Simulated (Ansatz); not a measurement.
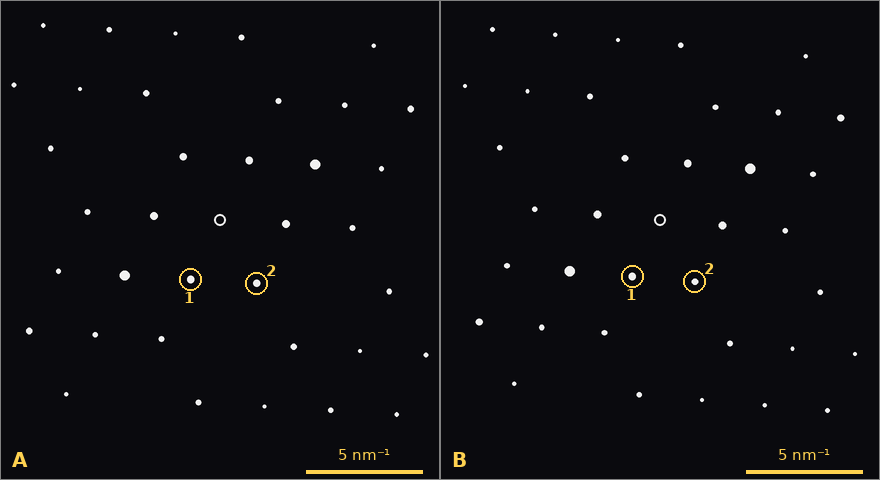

Kinematic electron diffraction patterns (300 kV, B = 0.5 Å², same scale) along [111] of the run's own cell, for the start and the end of one relaxation of KGaSb with Ansatz 0.2.0, DFT, PAW plane waves, pbe. k mesh 9×9×3. The start is a generated model structure, and the relaxation ends in the nearest stationary point of its symmetry, not necessarily the ground state. Spot 1 is -1 0 1 and spot 2 is -1 -1 2 in both.

Start structure:

```
K Ga Sb
1.0
     2.09904    3.63565    0.00000
    -2.09904    3.63565    0.00000
     0.00000    0.00000   12.68209
K Ga Sb
2 2 2
Direct
  0.33330 0.33340 0.70180
  0.66660 0.66670 0.20180
  0.00000 0.00000 0.00000
  0.00000 0.00000 0.50000
  0.33330 0.33340 0.39230
  0.66660 0.66670 0.89230
```

Question: Which pattern belongs to the start structure, and which to the relaxed one?

Answer: A is the start: its cell gives d(1) = 3.495 Å, d(2) = 3.154 Å and an angle of 56.4°. B is the relaxed structure, with d(1) = 3.684 Å (+5.4 %), d(2) = 3.266 Å (+3.6 %) and 55.7°.

Question: What did the relaxation do to the structure and the energy?

Answer: The volume changed by +8.9 % to 35.13 Å³ an atom; with the mean shift removed, the atoms moved by up to 0.18 Å relative to the cell (Ga most); the space group stayed P6_3mc (No. 186); the free energy fell by 84 meV an atom. Relaxed cell: a = 4.461 Å, b = 4.461 Å, c = 12.228 Å, α = 90.00°, β = 90.00°, γ = 60.00°.
